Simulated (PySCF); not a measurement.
SMILES F[SiH2]C#C[Si](Cl)(Cl)Cl at its B3LYP/def2-SVP optimised geometry (Å):

```
10

Si    -2.3456    -3.1988    -4.0134
F     -1.7960    -4.7260    -4.0558
C     -1.7061    -2.3861    -2.4918
C     -1.2945    -1.8183    -1.4880
Si    -0.6844    -0.9686     0.0000
Cl    -1.3693     0.9686     0.0000
Cl    -1.3694    -1.9361     1.6769
Cl     1.3693    -0.9686     0.0000
H     -1.8324    -2.4784    -5.2024
H     -3.8263    -3.2297    -3.9638
```

Calculation: PySCF 2.14.0 with B3LYP/def2-TZVP. Cells within 0.4 Å of a nucleus heavier than hydrogen are left out (blank, or x).

Map of the electrostatic potential (hartree/e), clipped to [-0.08, 0.12] on the plane z = 0.0 Å:

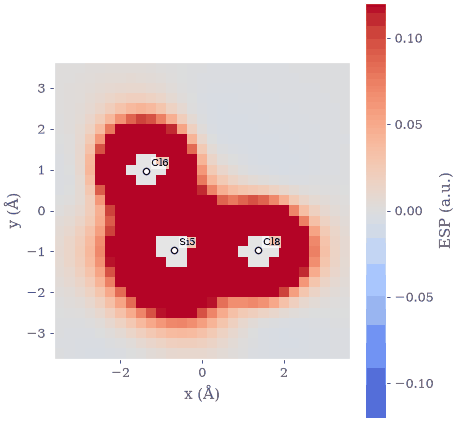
Figure: Electrostatic potential (hartree/e), clipped to [-0.08, 0.12] on the plane z = 0.0 Å.
